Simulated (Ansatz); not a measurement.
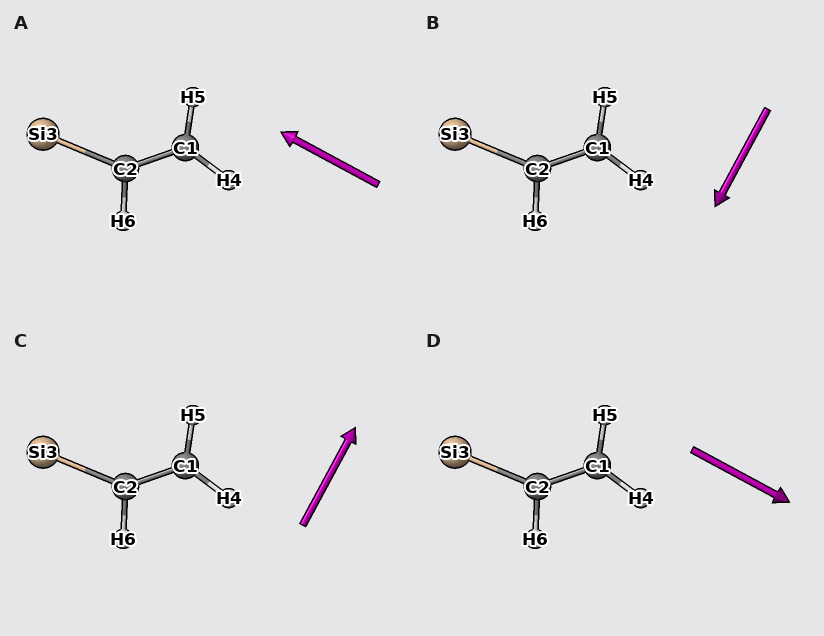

The same molecule four times, each with an arrow. The species is neutral and a spin doublet. The geometry was computed by an optimisation with PBE-D4/def2-SVP. No frequency run is at hand to confirm it as a minimum. Level of theory: UKS PBE-D4/def2-SVP (Ansatz 0.2.0).

### Which arrow points along the dipole moment, from the negative to the positive end?

D. The dipole moment is 0.51 D; it points from the side of Si3 to the side of H4 (the outermost atoms at the two ends).
